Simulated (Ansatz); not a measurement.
# GeH₄O₂ + H₂O: a complex and its separated parts

Aim: how far the complex at one end of a reaction step lies below its separated, relaxed parts, level by level.

Method: PBE0-D4/def2-TZVP structures, single points in def2-TZVPP, no counterpoise correction; program: Ansatz 0.2.0, Gaussian basis.

Levels: SPW92, PBE-D4, BLYP-D4, r2SCAN-D4, B97M-V, PBE0-D4, B3LYP-D4, r2SCAN0-D4, BHLYP-D4, CAM-B3LYP-D4, wB97X-V, wB97M-V, B2PLYP, PBE-QIDH, RPA on PBE, Hartree-Fock, MP2, CCSD, CCSD(T).

Correlated methods freeze the cores. Filled d shells of the heavier atoms are correlated. B3LYP uses VWN-RPA correlation. B2PLYP carries no dispersion term here.

94 further runs of the same task are left out: 94 set aside as unsound or not needed.

## Step 1: The system as given

The complex: 10 atoms, charge 0, spin multiplicity 1.

Atoms are counted from 1 here; the program's logs count them from 0.

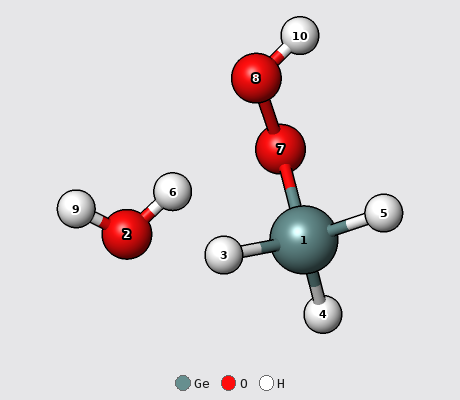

Start geometry, drawn with germanium teal, oxygen red, hydrogen white; atoms are numbered from 1 in the order of the file.

Coordinates:

| atom | x (Å) | y (Å) | z (Å) |
| --- | --- | --- | --- |
| Ge1 | -1.06352 | -0.48143 | -0.68829 |
| O2 | 2.12286 | -0.95350 | 0.47383 |
| H3 | -0.12686 | -0.17468 | -1.85815 |
| H4 | -1.07810 | -1.95413 | -0.27442 |
| H5 | -2.47074 | 0.08965 | -0.91967 |
| H6 | 1.41456 | -0.39638 | 0.82561 |
| O7 | -0.40725 | 0.34319 | 0.80036 |
| O8 | -0.28771 | 1.72998 | 0.43989 |
| H9 | 2.75990 | -0.34019 | 0.10245 |
| H10 | -0.86335 | 2.13768 | 1.09859 |

Its parts: GeH₄O₂ holds atoms 1, 3, 4, 5, 7, 8, 10; H₂O holds atoms 2, 6, 9. Each part counts its atoms afresh in its own runs.

## Step 2: Relaxing GeH₄O₂ alone

relax-a/in.yaml

```yaml
crystal:
  periodic: [false, false, false]
  atoms:
    - {symbol: Ge, position_ang: [-1.063519, -0.481427, -0.688295]}
    - {symbol: H, position_ang: [-0.126857, -0.174681, -1.858153]}
    - {symbol: H, position_ang: [-1.078104, -1.954128, -0.274418]}
    - {symbol: H, position_ang: [-2.470740, 0.089653, -0.919674]}
    - {symbol: O, position_ang: [-0.407245, 0.343188, 0.800364]}
    - {symbol: O, position_ang: [-0.287713, 1.729984, 0.439891]}
    - {symbol: H, position_ang: [-0.863351, 2.137685, 1.098590]}
basis:
  gaussian: {orbitals: def2-TZVP}
hamiltonian: {xc: pbe0, dispersion: d4}
relax: {f_tol: 0.005, max_steps: 200}
```

Run with:

```console
$ ansatz run in.yaml --threads 4 --pin off --events-out ev --progress --plain --max-ram 9574MiB
```

Log, shortened:

```text
Functional definition: PBE0
  name "PBE0"
  cite "Adamo & Barone, J. Chem. Phys. 110, 6158 (1999) doi:10.1063/1.478522"
  cite "Perdew, Burke & Ernzerhof, Phys. Rev. Lett. 77, 3865 (1996) doi:10.1103/PhysRevLett.77.3865"
  parent pbe
[...]
879 factors; their error is unknown
[...]
mean field -60665.12578545 eV, -2229.4022523162 hartree, gradient 5.8e-5 eV, S^2 0.000000; 0 other end points of the search recorded, 0 dependent functions left out
[...]
reference -60665.12581174 eV, -2229.4022532821 hartree; 26, 26 occupied and 108, 108 virtual orbitals, 879 factors
[...]
Total energy: -60665.20901979 eV, -2229.4053111215 hartree
Atom 0 at    -1.063060    -0.467021    -0.676979 Å, force    -0.003461    -0.000397    -0.004002 eV/Å
Atom 1 at    -0.127617    -0.187453    -1.859120 Å, force     0.000229    -0.000261     0.000049 eV/Å
Atom 2 at    -1.079127    -1.946698    -0.272560 Å, force     0.000438     0.000383     0.000847 eV/Å
Atom 3 at    -2.472535     0.087970    -0.933398 Å, force     0.001139    -0.000693    -0.000232 eV/Å
Atom 4 at    -0.392825     0.341494     0.795343 Å, force     0.001014     0.001654     0.003853 eV/Å
Atom 5 at    -0.302989     1.731547     0.432582 Å, force    -0.000398     0.001790    -0.000563 eV/Å
Atom 6 at    -0.859376     2.130436     1.112437 Å, force     0.001038    -0.002475     0.000047 eV/Å
Dipole moment:    -0.328172    -0.021273    -0.074409 e Å
```

Run time: 8 s. Hardware: 4 threads of Arm Neoverse V2, shared host.

The steps of the relaxation:

| step | energy from step 1 (eV) | largest force component (eV/Å) |
| --- | --- | --- |
| 1 | 0.0000 | 0.3538 |
| 2 | -0.0046 | 0.1383 |
| 3 | -0.0056 | 0.0172 |
| 4 | -0.0056 | 0.0091 |
| 5 | -0.0056 | 0.0040 |

Distances of close pairs at the start and the end, largest changes first:

| bond | before (Å) | after (Å) | change (Å) |
| --- | --- | --- | --- |
| Ge1–O5 | 1.824 | 1.808 | -0.015 |
| Ge1–H3 | 1.530 | 1.534 | +0.004 |
| Ge1–H2 | 1.530 | 1.533 | +0.003 |
| O5–O6 | 1.438 | 1.439 | +0.002 |
| O6–H7 | 0.965 | 0.965 | -0.000 |
| Ge1–H4 | 1.536 | 1.536 | +0.000 |

## Step 3: Relaxing H₂O alone

relax-b/in.yaml

```yaml
crystal:
  periodic: [false, false, false]
  atoms:
    - {symbol: O, position_ang: [2.122862, -0.953502, 0.473827]}
    - {symbol: H, position_ang: [1.414563, -0.396380, 0.825615]}
    - {symbol: H, position_ang: [2.759901, -0.340189, 0.102454]}
basis:
  gaussian: {orbitals: def2-TZVP}
hamiltonian: {xc: pbe0, dispersion: d4}
relax: {f_tol: 0.005, max_steps: 200}
```

Run with:

```console
$ ansatz run in.yaml --threads 4 --pin off --events-out ev --progress --plain --max-ram 9574MiB
```

Log, shortened:

```text
[... 5 set-up lines as earlier in the session ...]
[...]
239 factors; their error is unknown
[...]
mean field -2078.33147308 eV, -76.3772728919 hartree, gradient 1.9e-5 eV, S^2 0.000000; 0 other end points of the search recorded, 0 dependent functions left out
[...]
reference -2078.33309076 eV, -76.3773323407 hartree; 5, 5 occupied and 38, 38 virtual orbitals, 239 factors
Total energy: -2078.33734661 eV, -76.3774887403 hartree
Atom 0 at     2.120214    -0.951921     0.475167 Å, force    -0.000081     0.000373     0.000025 eV/Å
Atom 1 at     1.418297    -0.398182     0.823705 Å, force    -0.000255    -0.000226     0.000148 eV/Å
Atom 2 at     2.758816    -0.339968     0.103024 Å, force     0.000336    -0.000147    -0.000173 eV/Å
Dipole moment:    -0.023345     0.429816    -0.008704 e Å
```

Run time: 0.65 s. Hardware: 4 threads of Arm Neoverse V2, shared host.

Relaxation path:

| step | energy from step 1 (eV) | largest force component (eV/Å) |
| --- | --- | --- |
| 1 | 0.0000 | 0.3153 |
| 2 | -0.0015 | 0.0694 |
| 3 | -0.0016 | 0.0115 |
| 4 | -0.0016 | 0.0004 |

Distances of close pairs at the start and the end, largest changes first:

| bond | before (Å) | after (Å) | change (Å) |
| --- | --- | --- | --- |
| O1–H2 | 0.967 | 0.960 | -0.008 |
| O1–H3 | 0.959 | 0.960 | +0.000 |

## Step 4: SPW92/def2-TZVPP

parta/in.yaml

```yaml
crystal:
  periodic: [false, false, false]
  atoms:
    - {symbol: Ge, position_ang: [-1.063060, -0.467021, -0.676979]}
    - {symbol: H, position_ang: [-0.127617, -0.187453, -1.859120]}
    - {symbol: H, position_ang: [-1.079127, -1.946698, -0.272560]}
    - {symbol: H, position_ang: [-2.472535, 0.087970, -0.933398]}
    - {symbol: O, position_ang: [-0.392825, 0.341494, 0.795343]}
    - {symbol: O, position_ang: [-0.302989, 1.731547, 0.432582]}
    - {symbol: H, position_ang: [-0.859376, 2.130436, 1.112437]}
basis:
  gaussian: {orbitals: def2-TZVPP}
hamiltonian: {xc: lda}
```

partb/in.yaml

```yaml
crystal:
  periodic: [false, false, false]
  atoms:
    - {symbol: O, position_ang: [2.120214, -0.951921, 0.475167]}
    - {symbol: H, position_ang: [1.418297, -0.398182, 0.823705]}
    - {symbol: H, position_ang: [2.758816, -0.339968, 0.103024]}
basis:
  gaussian: {orbitals: def2-TZVPP}
hamiltonian: {xc: lda}
```

One command serves all of them, each in its own folder.

Run with:

```console
$ ansatz run in.yaml --threads 4 --pin off --events-out ev --progress --plain --max-ram 9574MiB
```

parta printed, shortened:

```text
Functional definition: SPW92
  name "SPW92"
  cite "Dirac, Proc. Camb. Phil. Soc. 26, 376 (1930) doi:10.1017/S0305004100016108"
  cite "Slater, Phys. Rev. 81, 385 (1951) doi:10.1103/PhysRev.81.385"
  cite "Perdew & Wang, Phys. Rev. B 45, 13244 (1992) doi:10.1103/PhysRevB.45.13244"
[...]
896 factors; their error is unknown
[...]
mean field -60560.90414354 eV, -2225.5721776198 hartree, gradient 7.0e-5 eV, S^2 0.000000; 0 other end points of the search recorded, 0 dependent functions left out
reference -60560.90417630 eV, -2225.5721788240 hartree; 26, 26 occupied and 140, 140 virtual orbitals, 896 factors
Total energy: -60560.90417630 eV, -2225.5721788240 hartree
```

Log of partb, shortened:

```text
[... 5 set-up lines as earlier in the session ...]
[...]
269 factors; their error is unknown
[...]
mean field -2065.39694246 eV, -75.9019376589 hartree, gradient 5.3e-5 eV, S^2 0.000000; 0 other end points of the search recorded, 0 dependent functions left out
reference -2065.39696129 eV, -75.9019383510 hartree; 5, 5 occupied and 54, 54 virtual orbitals, 269 factors
Total energy: -2065.39696129 eV, -75.9019383510 hartree
```

Wall times: 0.55 s (parta), 0.15 s (partb) on 4 threads of Arm Neoverse V2, shared host.

## Step 5: PBE-D4/def2-TZVPP

The same edit goes into each in.yaml of step 4 (parta, partb):

```diff
-hamiltonian: {xc: lda}
+hamiltonian: {xc: pbe, dispersion: d4}
```

One command serves all of them, each in its own folder.

Run with:

```console
$ ansatz run in.yaml --threads 4 --pin off --events-out ev --progress --plain --max-ram 9574MiB
```

Output in parta, shortened:

```text
Functional definition: PBE
  name "PBE"
[... 2 set-up lines as earlier in the session ...]
[...]
896 factors; their error is unknown
[...]
mean field -60663.90331584 eV, -2229.3573273864 hartree, gradient 7.5e-5 eV, S^2 0.000000; 0 other end points of the search recorded, 0 dependent functions left out
reference -60663.90335107 eV, -2229.3573286813 hartree; 26, 26 occupied and 140, 140 virtual orbitals, 896 factors
Total energy: -60663.99678610 eV, -2229.3607623553 hartree
```

partb printed, shortened:

```text
[... 4 set-up lines as earlier in the session ...]
[...]
269 factors; their error is unknown
[...]
mean field -2078.40757310 eV, -76.3800695163 hartree, gradient 4.4e-5 eV, S^2 0.000000; 0 other end points of the search recorded, 0 dependent functions left out
reference -2078.40759358 eV, -76.3800702687 hartree; 5, 5 occupied and 54, 54 virtual orbitals, 269 factors
Total energy: -2078.41291066 eV, -76.3802656679 hartree
```

Wall times: 0.9 s (parta), 0.15 s (partb) on 4 threads of Arm Neoverse V2, shared host.

## Step 6: BLYP-D4/def2-TZVPP

Each input of step 5 (parta, partb) changes in the same lines:

```diff
-hamiltonian: {xc: pbe, dispersion: d4}
+hamiltonian: {xc: {name: BLYP}, dispersion: d4}
```

The same command starts each run, in its folder.

Run with:

```console
$ ansatz run in.yaml --threads 4 --pin off --events-out ev --progress --plain --max-ram 9574MiB
```

parta printed, shortened:

```text
Functional definition: BLYP
  name "BLYP"
  cite "Becke, Phys. Rev. A 38, 3098 (1988) doi:10.1103/PhysRevA.38.3098"
  cite "Lee, Yang & Parr, Phys. Rev. B 37, 785 (1988) doi:10.1103/PhysRevB.37.785"
[...]
896 factors; their error is unknown
[...]
mean field -60677.73405033 eV, -2229.8655975044 hartree, gradient 7.8e-5 eV, S^2 0.000000; 0 other end points of the search recorded, 0 dependent functions left out
reference -60677.73436265 eV, -2229.8656089817 hartree; 26, 26 occupied and 140, 140 virtual orbitals, 896 factors
Total energy: -60677.94450603 eV, -2229.8733316086 hartree
```

partb printed, shortened:

```text
[... 4 set-up lines as earlier in the session ...]
[...]
269 factors; their error is unknown
[...]
mean field -2080.27678604 eV, -76.4487618246 hartree, gradient 8.6e-5 eV, S^2 0.000000; 0 other end points of the search recorded, 0 dependent functions left out
reference -2080.27697558 eV, -76.4487687904 hartree; 5, 5 occupied and 54, 54 virtual orbitals, 269 factors
Total energy: -2080.28981807 eV, -76.4492407431 hartree
```

Wall times: 0.9 s (parta), 0.15 s (partb) on 4 threads of Arm Neoverse V2, shared host.

## Step 7: r2SCAN-D4/def2-TZVPP

The same edit goes into each in.yaml of step 6 (parta, partb):

```diff
-hamiltonian: {xc: {name: BLYP}, dispersion: d4}
+hamiltonian: {xc: r2scan, dispersion: d4}
```

The same command starts each run, in its folder.

Run with:

```console
$ ansatz run in.yaml --threads 4 --pin off --events-out ev --progress --plain --max-ram 9574MiB
```

Output in parta, shortened:

```text
Functional definition: r2SCAN
  name "r2SCAN"
  cite "Furness, Kaplan, Ning, Perdew & Sun, J. Phys. Chem. Lett. 11, 8208 (2020) doi:10.1021/acs.jpclett.0c02405"
  cite "Furness, Kaplan, Ning, Perdew & Sun, J. Phys. Chem. Lett. 11, 9248 (2020) doi:10.1021/acs.jpclett.0c03077"
  parent r2scan
[...]
896 factors; their error is unknown
[...]
mean field -60674.52017662 eV, -2229.7474898239 hartree, gradient 5.2e-5 eV, S^2 0.000000; 0 other end points of the search recorded, 0 dependent functions left out
reference -60674.52018626 eV, -2229.7474901782 hartree; 26, 26 occupied and 140, 140 virtual orbitals, 896 factors
Total energy: -60674.54185183 eV, -2229.7482863730 hartree
```

Output in partb, shortened:

```text
[... 5 set-up lines as earlier in the session ...]
[...]
269 factors; their error is unknown
[...]
mean field -2079.58115184 eV, -76.4231977395 hartree, gradient 8.5e-5 eV, S^2 0.000000; 0 other end points of the search recorded, 0 dependent functions left out
reference -2079.58115705 eV, -76.4231979307 hartree; 5, 5 occupied and 54, 54 virtual orbitals, 269 factors
Total energy: -2079.58242958 eV, -76.4232446955 hartree
```

Wall times: 2 s (parta), 0.45 s (partb) on 4 threads of Arm Neoverse V2, shared host.

## Step 8: B97M-V/def2-TZVPP

The same edit goes into each in.yaml of step 7 (parta, partb):

```diff
-hamiltonian: {xc: r2scan, dispersion: d4}
+hamiltonian: {xc: {name: B97M-V}}
```

One command serves all of them, each in its own folder.

Run with:

```console
$ ansatz run in.yaml --threads 4 --pin off --events-out ev --progress --plain --max-ram 9574MiB
```

parta printed, shortened:

```text
Functional definition: B97M-V
  name "B97M-V"
  cite "Mardirossian & Head-Gordon, J. Chem. Phys. 142, 074111 (2015) doi:10.1063/1.4907719"
  cite "Becke, J. Chem. Phys. 107, 8554 (1997) doi:10.1063/1.475007"
  cite "Vydrov & Van Voorhis, J. Chem. Phys. 133, 244103 (2010) doi:10.1063/1.3521275"
  # Of w^i u^j: cxij and so on, Table III.
[...]
  gx(w, u) = cx00 + cx01*u + cx02*u^2 + (cx10 + cx11*u)*w
[...]
  gos(w, u) = cos00 + cos01*u + cos03*u^3 + cos10*w + cos32*w^3*u^2
[...]
      + integral(e_c_pw_mod_opposite_spin*gos(b97_w_opposite, b97_u_opposite)) + vv10(b, c)
896 factors; their error is unknown
[...]
mean field -60665.02572677 eV, -2229.3985752276 hartree, gradient 7.1e-5 eV, S^2 0.000000; 0 other end points of the search recorded, 0 dependent functions left out
reference -60665.02577560 eV, -2229.3985770219 hartree; 26, 26 occupied and 140, 140 virtual orbitals, 896 factors
Total energy: -60665.02577560 eV, -2229.3985770219 hartree
```

Output in partb, shortened:

```text
[... 5 set-up lines as earlier in the session ...]
  # Of w^i u^j: cxij and so on, Table III.
[...]
  gx(w, u) = cx00 + cx01*u + cx02*u^2 + (cx10 + cx11*u)*w
[...]
  gos(w, u) = cos00 + cos01*u + cos03*u^3 + cos10*w + cos32*w^3*u^2
[...]
      + integral(e_c_pw_mod_opposite_spin*gos(b97_w_opposite, b97_u_opposite)) + vv10(b, c)
269 factors; their error is unknown
[...]
mean field -2079.93552077 eV, -76.4362205574 hartree, gradient 2.9e-5 eV, S^2 0.000000; 0 other end points of the search recorded, 0 dependent functions left out
reference -2079.93554759 eV, -76.4362215428 hartree; 5, 5 occupied and 54, 54 virtual orbitals, 269 factors
Total energy: -2079.93554759 eV, -76.4362215428 hartree
```

Times: 3.8 s (parta), 0.45 s (partb) on 4 threads of Arm Neoverse V2, shared host.

## Step 9: PBE0-D4/def2-TZVPP

Each input of step 8 (parta, partb) changes in the same lines:

```diff
-hamiltonian: {xc: {name: B97M-V}}
+hamiltonian: {xc: pbe0, dispersion: d4}
+output: {orbitals: {seedname: orbitals}}
```

The same command starts each run, in its folder.

Run with:

```console
$ ansatz run in.yaml --threads 4 --pin off --events-out ev --progress --plain --max-ram 9574MiB
```

Output in parta, shortened:

```text
[... 5 set-up lines as earlier in the session ...]
[...]
939 factors; their error is unknown
[...]
mean field -60665.19403685 eV, -2229.4047605087 hartree, gradient 4.0e-5 eV, S^2 0.000000; 0 other end points of the search recorded, 0 dependent functions left out
reference -60665.19406320 eV, -2229.4047614772 hartree; 26, 26 occupied and 140, 140 virtual orbitals, 939 factors
Total energy: -60665.27174946 eV, -2229.4076163945 hartree
```

partb printed, shortened:

```text
[... 5 set-up lines as earlier in the session ...]
[...]
269 factors; their error is unknown
[...]
mean field -2078.42782314 eV, -76.3808136913 hartree, gradient 1.2e-5 eV, S^2 0.000000; 0 other end points of the search recorded, 0 dependent functions left out
reference -2078.42783764 eV, -76.3808142243 hartree; 5, 5 occupied and 54, 54 virtual orbitals, 269 factors
Total energy: -2078.43209349 eV, -76.3809706238 hartree
```

They took 1.2 s (parta), 0.15 s (partb) on 4 threads of Arm Neoverse V2, shared host.

## Step 10: B3LYP-D4/def2-TZVPP

The same edit goes into each in.yaml of step 9 (parta, partb):

```diff
-hamiltonian: {xc: pbe0, dispersion: d4}
-output: {orbitals: {seedname: orbitals}}
+hamiltonian: {xc: {name: B3LYP}, dispersion: d4}
```

Each run has its own folder and the same command.

Run with:

```console
$ ansatz run in.yaml --threads 4 --pin off --events-out ev --progress --plain --max-ram 9574MiB
```

Log of parta, shortened:

```text
Functional definition: B3LYP
  name "B3LYP"
  cite "Stephens, Devlin, Chabalowski & Frisch, J. Phys. Chem. 98, 11623 (1994) doi:10.1021/j100096a001"
[... 2 set-up lines as earlier in the session ...]
  cite "Vosko, Wilk & Nusair, Can. J. Phys. 58, 1200 (1980) doi:10.1139/p80-159"
[...]
927 factors; their error is unknown
[...]
mean field -60678.18562549 eV, -2229.8821925855 hartree, gradient 2.8e-5 eV, S^2 0.000000; 0 other end points of the search recorded, 0 dependent functions left out
reference -60678.18585941 eV, -2229.8822011819 hartree; 26, 26 occupied and 140, 140 virtual orbitals, 927 factors
Total energy: -60678.33742484 eV, -2229.8877711086 hartree
```

Log of partb, shortened:

```text
[... 6 set-up lines as earlier in the session ...]
[...]
269 factors; their error is unknown
[...]
mean field -2080.76396022 eV, -76.4666651456 hartree, gradient 1.1e-5 eV, S^2 0.000000; 0 other end points of the search recorded, 0 dependent functions left out
reference -2080.76409858 eV, -76.4666702303 hartree; 5, 5 occupied and 54, 54 virtual orbitals, 269 factors
Total energy: -2080.77252468 eV, -76.4669798838 hartree
```

Wall times: 1.2 s (parta), 0.15 s (partb) on 4 threads of Arm Neoverse V2, shared host.

## Step 11: r2SCAN0-D4/def2-TZVPP

Each input of step 10 (parta, partb) changes in the same lines:

```diff
-hamiltonian: {xc: {name: B3LYP}, dispersion: d4}
+hamiltonian: {xc: {name: r2SCAN0}, dispersion: d4}
```

The same command starts each run, in its folder.

Run with:

```console
$ ansatz run in.yaml --threads 4 --pin off --events-out ev --progress --plain --max-ram 9574MiB
```

parta printed, shortened:

```text
Functional definition: r2SCAN0
  name "r2SCAN0"
  cite "Bursch, Neugebauer, Ehlert & Grimme, J. Chem. Phys. 156, 134105 (2022) doi:10.1063/5.0086040"
[... 3 set-up lines as earlier in the session ...]
[...]
939 factors; their error is unknown
[...]
mean field -60673.20100339 eV, -2229.6990111020 hartree, gradient 1.5e-5 eV, S^2 0.000000; 0 other end points of the search recorded, 0 dependent functions left out
reference -60673.20101105 eV, -2229.6990113834 hartree; 26, 26 occupied and 140, 140 virtual orbitals, 939 factors
Total energy: -60673.22642184 eV, -2229.6999452128 hartree
```

partb printed, shortened:

```text
[... 6 set-up lines as earlier in the session ...]
[...]
269 factors; their error is unknown
[...]
mean field -2079.27470954 eV, -76.4119361925 hartree, gradient 2.0e-5 eV, S^2 0.000000; 0 other end points of the search recorded, 0 dependent functions left out
reference -2079.27471364 eV, -76.4119363432 hartree; 5, 5 occupied and 54, 54 virtual orbitals, 269 factors
Total energy: -2079.27611780 eV, -76.4119879451 hartree
```

Times: 2.2 s (parta), 0.4 s (partb) on 4 threads of Arm Neoverse V2, shared host.

## Step 12: BHLYP-D4/def2-TZVPP

The same edit goes into each in.yaml of step 11 (parta, partb):

```diff
-hamiltonian: {xc: {name: r2SCAN0}, dispersion: d4}
+hamiltonian: {xc: {name: BHLYP}, dispersion: d4}
```

One command serves all of them, each in its own folder.

Run with:

```console
$ ansatz run in.yaml --threads 4 --pin off --events-out ev --progress --plain --max-ram 9574MiB
```

parta printed, shortened:

```text
Functional definition: BHLYP
  name "BHLYP"
  cite "Becke, J. Chem. Phys. 98, 1372 (1993) doi:10.1063/1.464304"
[... 2 set-up lines as earlier in the session ...]
[...]
1050 factors; their error is unknown
[...]
mean field -60674.00349727 eV, -2229.7285022080 hartree, gradient 7.6e-5 eV, S^2 0.000000; 0 other end points of the search recorded, 0 dependent functions left out
reference -60674.00365579 eV, -2229.7285080335 hartree; 26, 26 occupied and 140, 140 virtual orbitals, 1050 factors
Total energy: -60674.11687857 eV, -2229.7326688938 hartree
```

Output in partb, shortened:

```text
[... 5 set-up lines as earlier in the session ...]
[...]
295 factors; their error is unknown
[...]
mean field -2079.57890745 eV, -76.4231152597 hartree, gradient 2.0e-5 eV, S^2 0.000000; 0 other end points of the search recorded, 0 dependent functions left out
reference -2079.57899825 eV, -76.4231185963 hartree; 5, 5 occupied and 54, 54 virtual orbitals, 295 factors
Total energy: -2079.58395008 eV, -76.4233005730 hartree
```

Times: 1.4 s (parta), 0.2 s (partb) on 4 threads of Arm Neoverse V2, shared host.

(Part 1 of 2 ends here.)
